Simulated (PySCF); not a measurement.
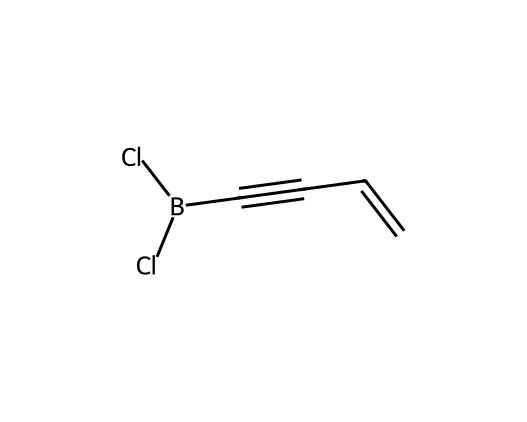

2D structure.

Write the SMILES.

Answer. C=CC#CB(Cl)Cl

What is the molecular formula?

Answer. C4H3BCl2.

The parts below concern this one geometry. Atoms keep their numbers from picture to picture. The computed structure is the end point of a PBE0-D3(BJ)/def2-SVP optimisation. No frequency run is at hand to confirm it as a minimum.

### NMR shielding

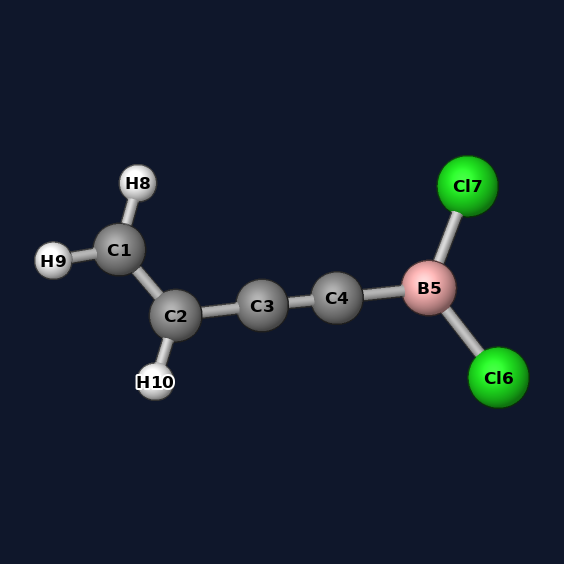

No frequency run is at hand to confirm it as a minimum. Method: GIAO PBE0/def2-SVP NMR shielding, non-relativistic, gas phase (PySCF 2.14.0). Principal shieldings σ11 ≤ σ22 ≤ σ33, span Ω = σ33 − σ11, skew κ = 3(σiso − σ22)/Ω.

Give the shielding tensors of the B atoms.

```
atom   σ11   σ22    σ33  σiso     Ω     κ
  B5  49.2  51.1  102.2  67.5  53.0  0.93
```

Shieldings and span in ppm.

### Dipole moment

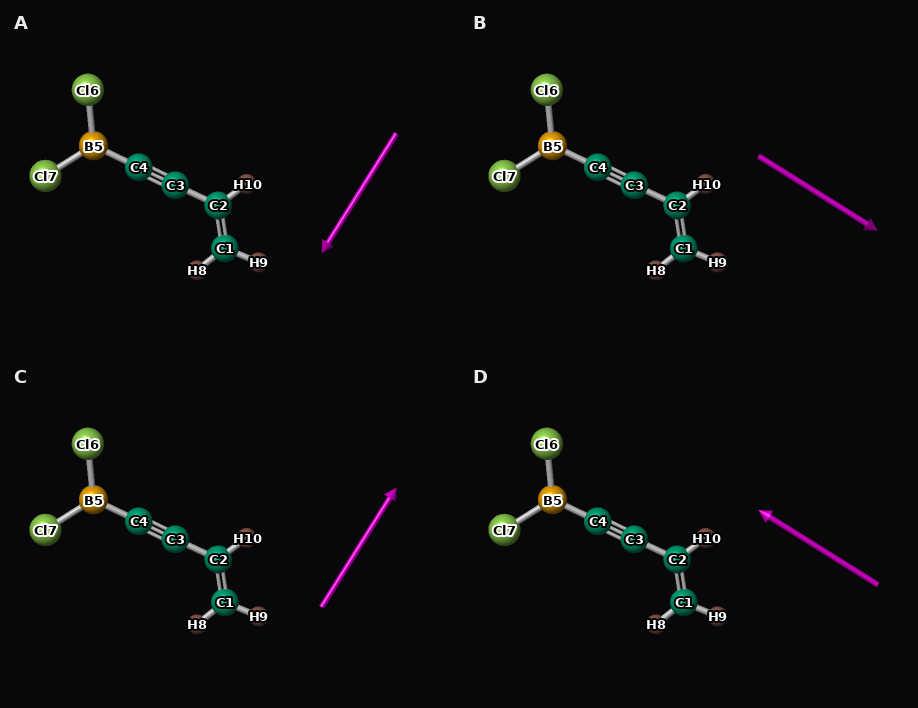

The same molecule four times, each with an arrow. No frequency run is at hand to confirm it as a minimum. Properties computed with PBE0/6-311+G(2d,p), gas phase (PySCF 2.14.0).

Which arrow points along the dipole moment, from the negative to the positive end?

Answer. B. The dipole moment is 3.16 D; it points from the side of Cl6 to the side of H9 (the outermost atoms at the two ends).

### Quadrupole coupling

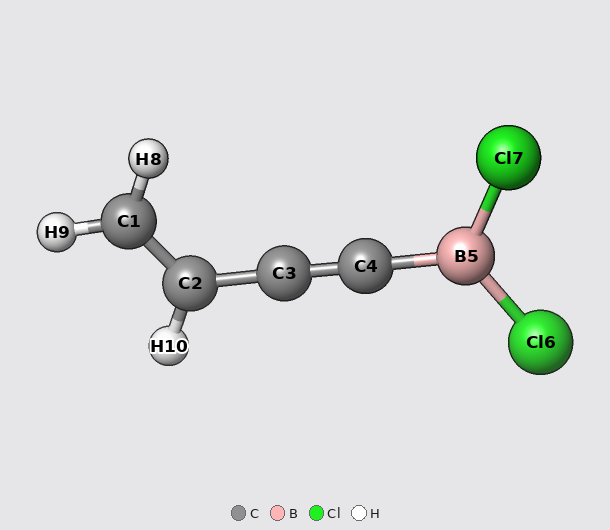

No frequency run is at hand to confirm it as a minimum. Electric field gradients from the ground-state density, PBE0/pcSseg-2 (PySCF 2.14.0), non-relativistic apart from any core potentials.

Give the largest field-gradient component, the quadrupole coupling constant and the asymmetry for 11B at B5 (Q = 40.59 mb), 35Cl at Cl6 (Q = −81.7 mb), 35Cl at Cl7 (Q = −81.7 mb).

```tsv
atom	V_zz (a.u.)	e²qQ/h (MHz)	η
B5	0.323	3.08	0.56
Cl6	2.153	−41.3	0.61
Cl7	2.148	−41.2	0.62
```
